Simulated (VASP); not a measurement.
Band structure of SiNi₃ (space group Pm-3m). Calculation: LDA (Ceperley-Alder, Perdew-Zunger) with spin-orbit coupling, VASP's LDA PAW potentials (set 64) (plane waves; VASP).

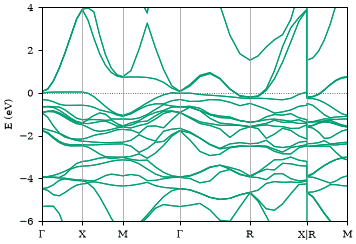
*Bands along high-symmetry lines, zero at the valence-band maximum or, without a gap, the Fermi level*

### Question
Read the plot: is there a gap, and where are the band edges?

### Answer
It has no gap at this level: it comes out as a metal or semimetal.

The structure comes from a computed database's SiNi3 entry (Pm-3m); how it stands against other phases isn't given here. It was relaxed first.
